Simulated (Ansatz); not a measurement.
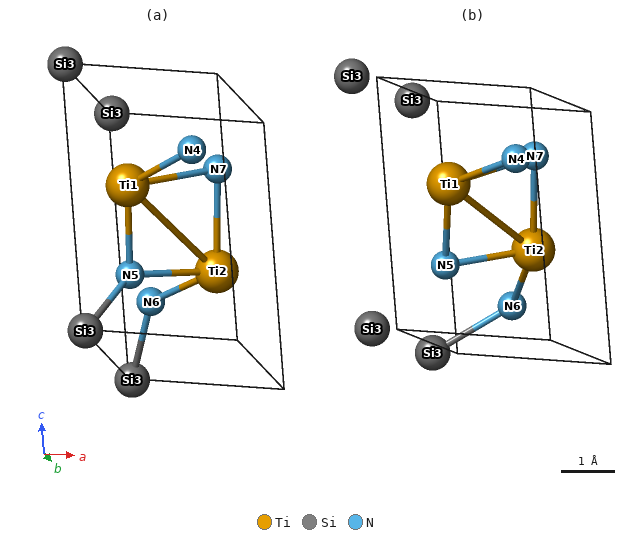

The structure of a crystal of Ti$_{2}$SiN$_{4}$ (built on the K2PdF4-12 type type) before (left) and after (right) a relaxation, at one scale.

A ball-and-stick model of the cell of the calculation, reduced to other axes, seen from a free direction. Lengths and directions refer to the drawn axes.

Case: shaken.

Theory: DFT, PBEsol, plane waves, PAW in Ansatz 0.2.0. (plane-wave cutoff 420 eV; k-point mesh 4 × 4 × 6; occupations fermi dirac; smearing width 0.05 eV; no spin polarisation; cell and atoms relaxed; force threshold 0.01 eV/Å; at most 120 steps)

Describe what moved and what it gained.

Answer. N6 moves most relative to the cell: 0.85 Å along [3 1 −1]. By element the largest moves are N 0.85 Å, Si 0.59 Å, Ti 0.22 Å. The drawn cell changes as follows: a 3.015 → 2.959 Å (−1.9 %), b 5.067 → 5.241 Å (+3.4 %), c 5.295 → 4.942 Å (−6.7 %), α 118.2° → 109.7°, β 94.3° → 95.8°, γ 91.0° → 86.9°; the volume changes by +1.1 %. Near-neighbour distances that change, for instance: Si3–N6 3.114 → 1.790 Å, Ti2–N6 2.066 → 3.082 Å, Si3–N5 1.895 → 2.879 Å, Ti1–Ti2 3.178 → 3.573 Å. New bonds form, among them: Si3–N6 (3.11 → 1.79 Å). Bonds break, among them: Si3–N5 (1.90 → 2.88 Å), Ti2–N6 (2.07 → 3.08 Å). Bond angles that change, for instance: N4–Si3–N6 172.5° → 113.8°, Ti1–N4–Si3 149.1° → 125.0°, Ti1–N4–Si3 108.2° → 131.8°. The space group stays P1 (No. 1). Over 33 accepted moves (39 points after the start) the energy falls by 223 meV per atom. The largest force component goes from 2.5 to 0.0028 eV/Å. The pressure goes from −1.66 to 0.01 GPa. The line search rejected the trial steps at points 13, 15, 37 of the run. The SCF was repeated 3 times at an unchanged geometry on a basis and grid sized afresh for the cell, which shifted the energy by 6.7 meV per atom at most. Cost: 4.8 min on 4 threads of AMD EPYC (Zen 3) (shared host), peak memory 0.45 GiB.
